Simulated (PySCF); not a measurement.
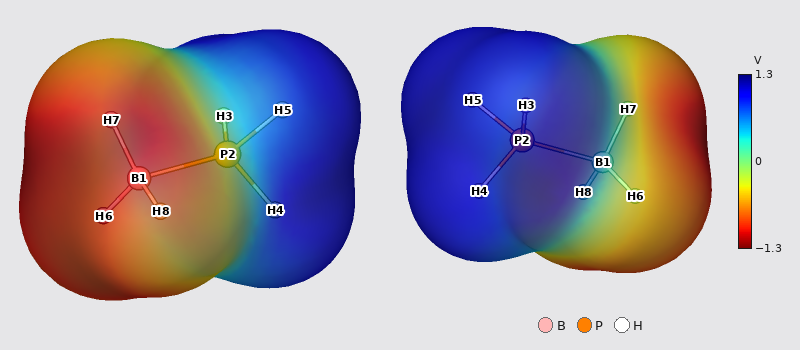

Figure 1: B(PH3)H3 (BH6P). Electrostatic potential on the surface of electron density 0.001 a.u. (back view left, front view right).

Computed with PySCF, PBE0/def2-SVP, geometry: GFN2-xTB. No frequency check shows the geometry to be a minimum. GFN2-xTB bond lengths at metals and heavier atoms can be off by up to 0.1 Å and shapes distorted, which carries into these values.

Q: Where are the extremes of the potential on the surface?

A: Highest: 1.24 V, near H4 (1.84 Å), H3 (1.87 Å) and H5 (1.99 Å), over P2 (2.2 Å). Lowest: −1.26 V, about equally far (1.8 Å) from H7 and H8, over B1 (2.1 Å), and at like points elsewhere. The surface is sampled at points, so like sites can differ by a few per cent and only the strongest of them is named.

Q: What volume does the surface enclose, and what is the dipole moment?

A: About 84 Å³; the dipole moment is 4.2 D.

The PySCF run took 15 s on 1 thread of Intel(R) Xeon(R) Processor @ 2.50GHz (Skylake/Cascade Lake) (shared host), peak memory 0.28 GiB.
